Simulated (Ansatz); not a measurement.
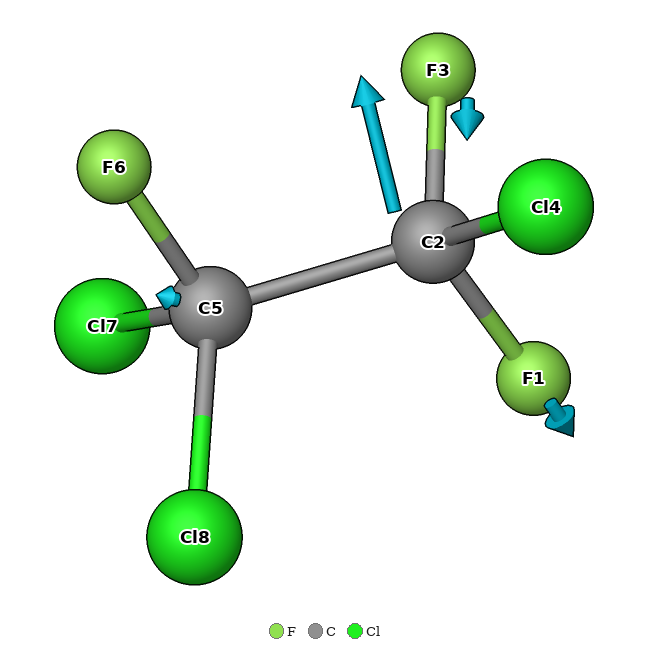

The arrows show one normal mode. Harmonic vibrations computed with RKS PBE0-D4/def2-TZVP (Ansatz 0.2.0) at a stationary point of the same level.

**Estimate its harmonic wavenumber.**

1215 cm⁻¹; it is mode 17 of 18 counted from the lowest.
